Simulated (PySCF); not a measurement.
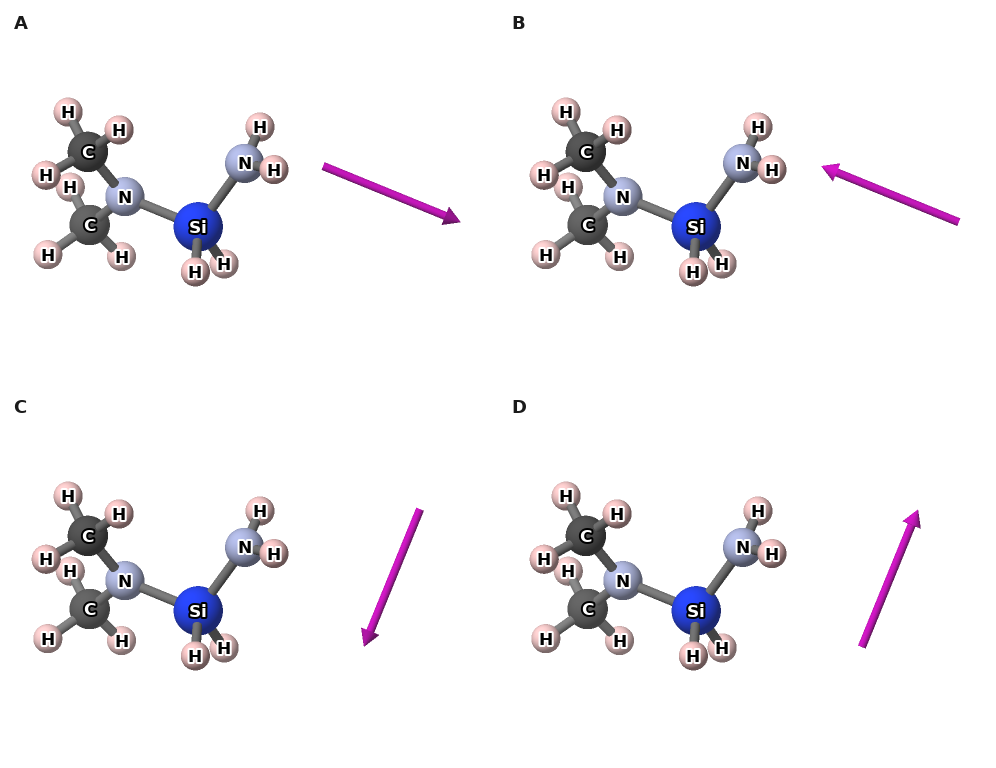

The same molecule four times, each with an arrow. The geometry was computed by an optimisation with PBE0-D3(BJ)/def2-SVP. No frequency run is at hand to confirm it as a minimum. Properties computed with KT3/pcSseg-2, gas phase (PySCF 2.14.0).

> Which arrow points along the dipole moment, from the negative to the positive end?

D. The dipole moment is 0.91 D.
